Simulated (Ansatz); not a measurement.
## Single-point calculation of AlHBr2O

The run: single-point calculation of AlHBr2O, SMILES [OH][Al]([Br])[Br]. Method and program: RKS PBE0-D4/def2-TZVPP (Ansatz 0.2.0).

The geometry comes from this level: PBE0-D4/def2-TZVP.

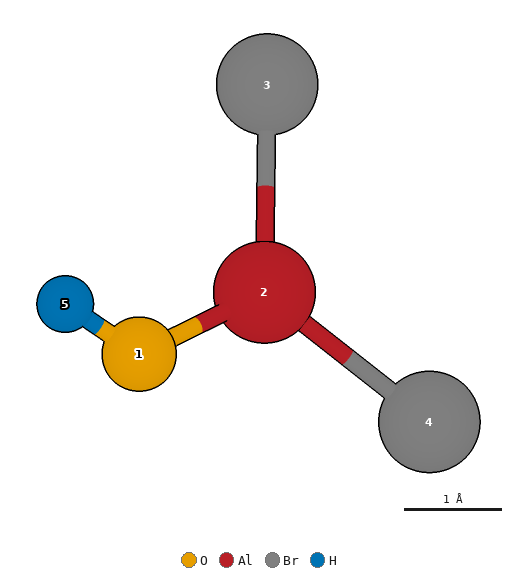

Fig. 1: The structure (ball-and-stick view, seen at a tilt; atoms are numbered from 1 in the order of the input). Sticks mark near contacts. Bond lengths as drawn: Al–Br 2.23 to 2.24 Å, Al–O 1.68 Å and H–O 0.96 Å.

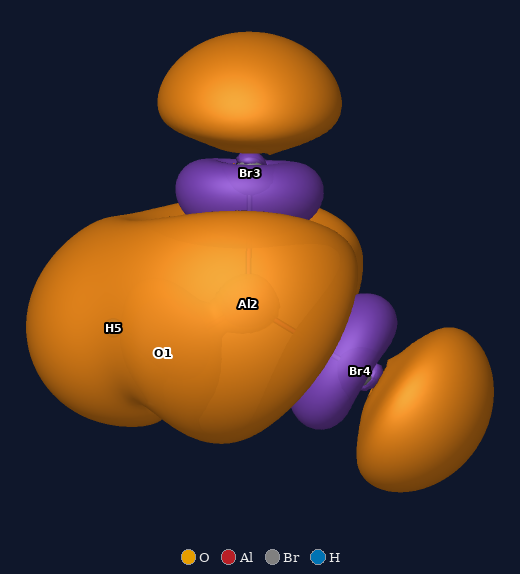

Fig. 2: One frontier orbital at ±0.04 Å⁻³ᐟ² (orange and purple are the two phases), seen face on. The LUMO, at −1.16 eV. It lies mainly on Al2 (50 %), Br3 (20 %), Br4 (20 %) and O1 (10 %); it is symmetric in the molecular plane (σ or in-plane lone-pair type).

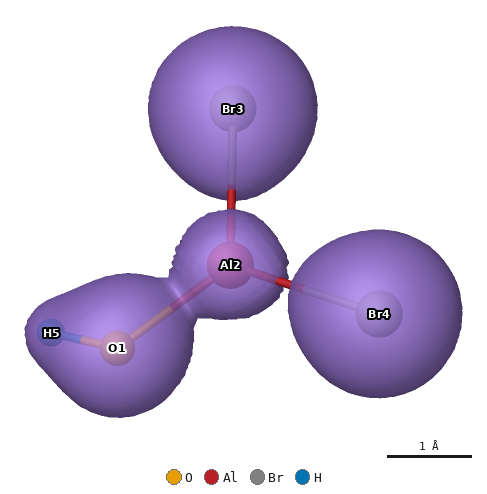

Fig. 3: Isosurface of the electron density at 0.6 e/Å³ (purple), seen at a tilt. At this value the surface falls into three separate pieces. It is pinched off along the Al–Br (2.23 Å) contacts. On the grid the lowest density along these lines, outside the cores, is 0.83 e/Å³ (Al–O, 1.68 Å), 0.49 e/Å³ (Al–Br, 2.23 Å) and 2.5 e/Å³ (O–H, 0.96 Å).

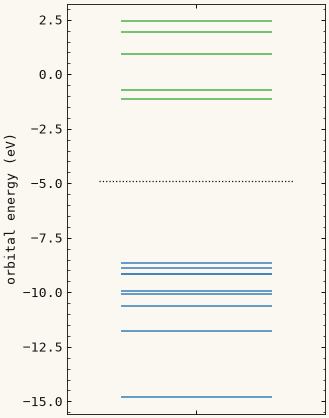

Fig. 4: Orbital energies near the frontier; the dotted line parts filled from empty levels, and levels within 0.02 eV of each other stand side by side. Highest filled −8.64 eV, lowest empty −1.16 eV, 7.48 eV apart.

The input and output of the run follow.

## Input
```yaml
crystal:
  periodic: [false, false, false]
  atoms:
    - {symbol: O, position_ang: [-0.126732, 1.346550, -0.094311]}
    - {symbol: Al, position_ang: [-0.117502, -0.331903, -0.093357]}
    - {symbol: Br, position_ang: [1.396180, -1.484045, 1.088017]}
    - {symbol: Br, position_ang: [-1.655066, -1.399590, -1.301426]}
    - {symbol: H, position_ang: [0.503109, 1.868987, 0.401077]}
basis:
  gaussian: {orbitals: def2-TZVPP}
hamiltonian: {xc: pbe0, dispersion: d4}
output: {orbitals: {seedname: orbitals}}
```

Launch command:
```bash
ansatz run in.yaml --threads 4 --pin off --events-out ev --progress --plain --max-ram 10444MiB
```

## The program's output
```
Functional definition: PBE0
  name "PBE0"
  cite "Adamo & Barone, J. Chem. Phys. 110, 6158 (1999) doi:10.1063/1.478522"
  cite "Perdew, Burke & Ernzerhof, Phys. Rev. Lett. 77, 3865 (1996) doi:10.1103/PhysRevLett.77.3865"
  parent pbe
  parameter a = 0.25
  parameter kappa = 0.804
  parameter beta = 0.06672455060314922
  exchange = (1 - a)*pbe_x(kappa = kappa, mu = beta*pi^2/3) + a*exact_x
  correlation = pbe_c(beta = beta)
1336 factors; their error is unknown
mean field evaluation 1: about -148731.7438 eV, gradient 5.8e1 eV
mean field evaluation 2: about -148713.5799 eV, gradient 1.1e2 eV
mean field evaluation 4: about -148737.1068 eV, gradient 4.2e0 eV
mean field evaluation 8: about -148738.0187 eV, gradient 5.7e-1 eV
mean field evaluation 16: about -148738.0189 eV, gradient 1.9e-5 eV
mean field -148738.01893414 eV, -5466.0213775796 hartree, gradient 1.9e-5 eV, S^2 0.000000; 0 other end points of the search recorded, 0 dependent functions left out
reference -148738.01896146 eV, -5466.0213785835 hartree; 46, 46 occupied and 137, 137 virtual orbitals, 1336 factors
Total energy: -148738.14132404 eV, -5466.0258753253 hartree
```

## Results in brief

```tsv
quantity	value
outcome	converged
total energy	−148738.1413 eV
mean-field energy	−148738.0190 eV
dispersion energy	−0.1224 eV
SCF solution under orbital rotations	stable
HOMO	−8.64 eV
LUMO	−1.16 eV
hardware	4 threads of Arm Neoverse V2, 23 GiB of memory available, shared host
wall time	2.7 s (CPU time 10 s)
peak memory	0.57 GiB
```
